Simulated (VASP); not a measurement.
Band structure of CoAl (CsCl type). Computed with rev-vdW-DF2, VASP's PBE PAW potentials (set 64) (plane waves; VASP).

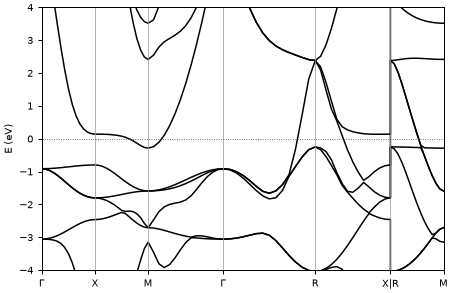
Bands along high-symmetry lines, zero at the valence-band maximum or, without a gap, the Fermi level

### Question
Read the plot: is there a gap, and where are the band edges?

### Answer
It has no gap at this level: it comes out as a metal or semimetal. (Edges off the drawn lines would not show.)

The compound is CoAl in the CsCl type structure. It was relaxed first. The run is not spin-polarised, so no magnetic state was tried.
